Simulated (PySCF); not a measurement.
C2H2O (SMILES C=C=O)

Input

```
{"job": {"kind": "sp", "xc": "PBE0", "basis": "ma-def2-TZVP", "d3": "d3bj", "grid": 2}, "charge": 0, "multiplicity": 1}
C     -0.537083     0.020238    -0.063634
C      0.770384    -0.026838     0.071575
O      1.924028    -0.068810     0.190550
H     -1.034828     0.986868    -0.143187
H     -1.107320    -0.908430    -0.093457
```

Launched as:

```sh
OMP_NUM_THREADS=1 python redox_run.py task.json out
```

Geometry: PBE0-D3(BJ)/ma-def2-SVP.

These are results of PySCF, DFT single point, gas phase, functional PBE0, not measurements.

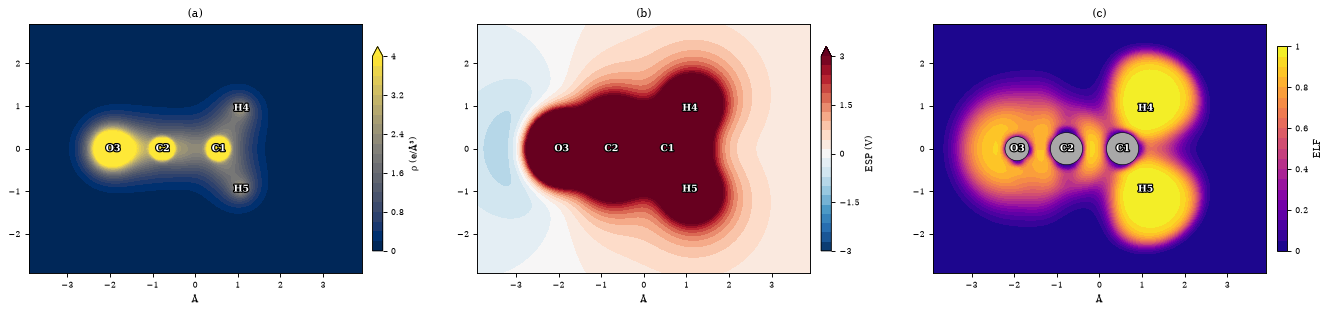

Figure 1. (a) electron density; (b) electrostatic potential; (c) electron localisation function on the molecular plane. Grey discs cover the atomic cores in the ELF map.

Interpret the plot.

Answer. The section cuts through C, O and H sites. C–O (1.16 Å): the density is about 3.7 e/Å³ at the midpoint; the ELF peaks at about 0.85 between the atoms (a short, multiple covalent bond). C–C (1.32 Å): ρ is about 2.3 e/Å³ halfway; the ELF peaks at about 0.90 between the atoms: a multiple bond. C–H (1.09 Å): the density is about 1.9 e/Å³ at the midpoint; the ELF climbs to about 1 towards the hydrogen, as it does in any bond to H: a covalent bond by its length. The ELF also peaks beside O3, away from the bonds: lone-pair regions. Outside the dense part of the molecule the potential is most negative (−0.8 V) near O3.

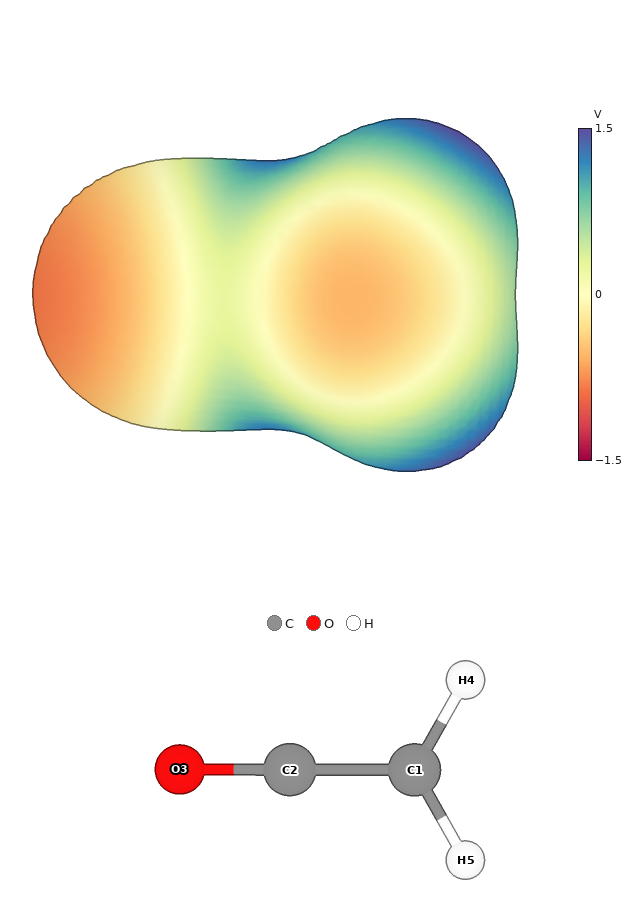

Figure 2. The electrostatic potential painted on the density surface at 0.002 e/bohr³, seen across its widest extent; the colour scale runs from red (negative) to blue (positive). The bare structure is drawn below in the same view.

Which sites attract a positive test charge, and which a negative one?

Answer. A positive charge is drawn to the negative regions and a negative charge to the positive ones. The most negative region (about −0.8 V) lies over O3, the most positive (about +1.5 V) over H4 and H5.
